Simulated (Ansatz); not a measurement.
## Electronic structure of H$_{5}$NOSn in real space

Input file:

```
crystal:
  periodic: [false, false, false]
  atoms:
    - {symbol: Sn, position_ang: [-1.020316, 0.357878, 0.289409]}
    - {symbol: N, position_ang: [1.024636, -0.342985, -0.091367]}
    - {symbol: O, position_ang: [-0.854309, 0.149223, -1.582370]}
    - {symbol: H, position_ang: [0.442952, -0.237240, -1.118125]}
    - {symbol: H, position_ang: [-0.915844, 1.886350, 1.053686]}
    - {symbol: H, position_ang: [-1.797268, -0.806154, 1.275638]}
    - {symbol: H, position_ang: [1.303833, -1.286162, 0.151092]}
    - {symbol: H, position_ang: [1.816215, 0.278989, 0.022038]}
basis:
  gaussian: {orbitals: def2-TZVPP}
hamiltonian: {xc: pbe0, dispersion: d4}
output: {orbitals: {seedname: orbitals}}
```

Launched as:

```sh
ansatz run in.yaml --threads 4 --pin off --events-out ev --progress --plain --max-ram 9574MiB
```

A transition-state structure; geometry: PBE0-D4/def2-TZVP; core potentials replace the inner electrons of Sn.

The calculation used Ansatz 0.2.0, RKS PBE0-D4/def2-TZVPP.

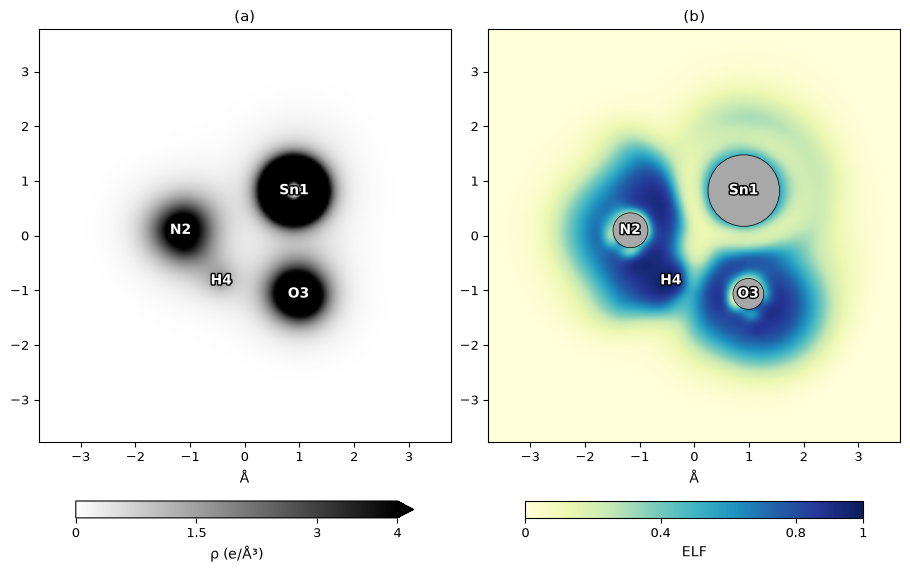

Figure 1. (a) electron density; (b) ELF on the plane of atoms N2, Sn1 and H4. Grey discs cover the atomic cores in the ELF map.

Q: What does the map show?

A: The plane passes through Sn, N, O and H nuclei. Sn–O (1.89 Å): the density is about 1 e/Å³ at the midpoint; the ELF peaks at about 0.75 in the valence shell of O, 0.6 Å from its nucleus, and drops to about 0.20 between the two atoms. Sn–N (2.20 Å): ρ at the midpoint is about 0.54 e/Å³; the ELF peaks at about 0.90 in the valence shell of N, 0.6 Å from its nucleus, and drops to about 0.15 between the two atoms. The ELF also peaks beside O3, away from the bonds: lone-pair regions.

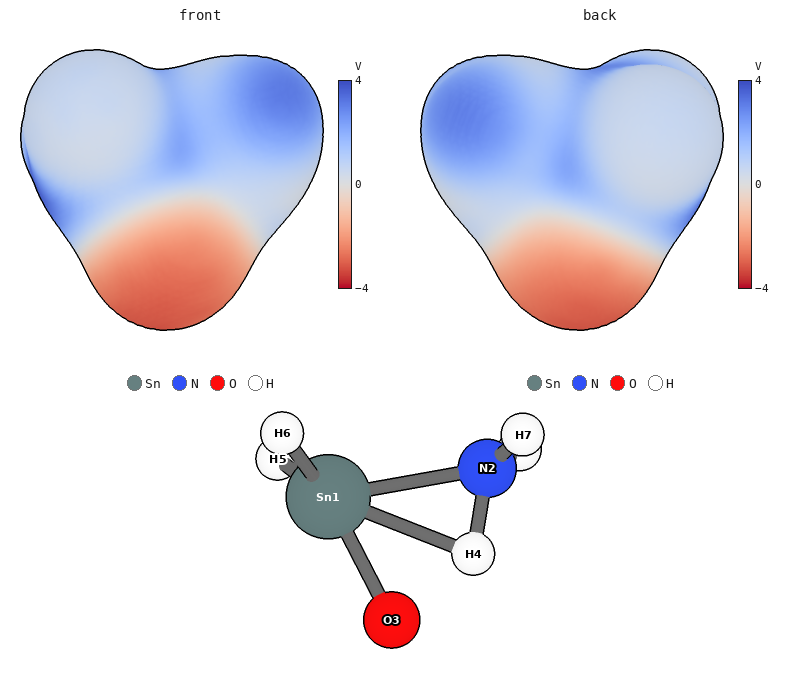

Figure 2. The molecular electrostatic potential painted on the density surface at 0.004 e/bohr³, seen from the front and from behind; the colour scale runs from red (negative) to blue (positive). The bare structure is drawn below in the same view.

Q: Describe the electrostatic potential map.

A: The most negative region (about −3.1 V) lies over O3, the most positive (about +3.4 V) over Sn1. O3 is the likeliest acceptor of a hydrogen bond.

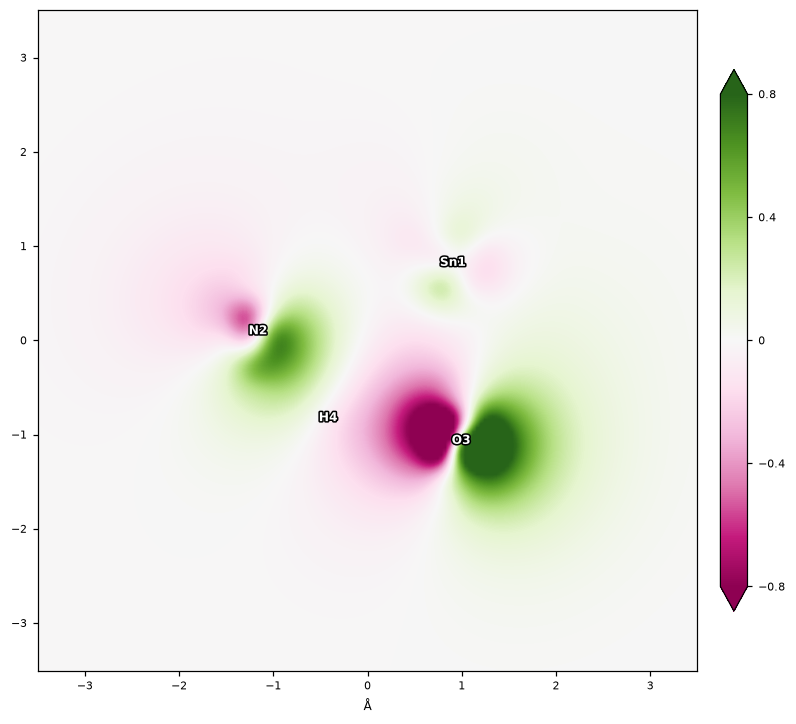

Figure 3. The HOMO−1 on the plane of atoms N2, Sn1 and O3 (values in Å⁻³ᐟ²; the overall sign is arbitrary).

Q: Where does this orbital lie, and at what energy?

A: Its weight (Hirshfeld) is mainly on O3 (about 70 %), N2 (about 15 %) and Sn1 (about 10 %); largely a lone pair of O3. Its energy is −6.84 eV.
